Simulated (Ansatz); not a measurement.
These are PBE (plane waves to 420 eV, PAW; Ansatz, a program for electronic structure) values and carry that method's errors.

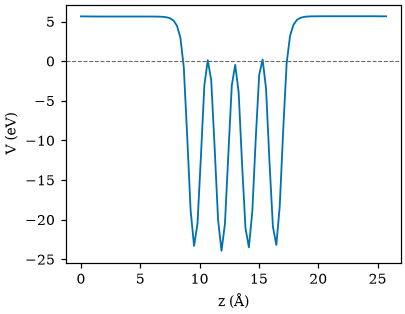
Electrostatic potential energy of an electron, averaged over planes parallel to the surface, in eV from the Fermi level, for Ru on a Pt site (middle of the slab) in a 3x3 cell of the 1x1 (111) surface of fcc Pt

Model: 36-atom slab, 6.9 Å thick at the start (thin: gaps and levels are the slab's own), 4x4x1 mesh, Fermi-Dirac 0.1 eV, dipole correction, 9 atoms held, the rest relaxed; symmetry of the start imposed; no spin, no spin-orbit, no U.

The vacuum level lies 5.67 eV above the Fermi level over the top face and 5.64 eV above it under the bottom face.
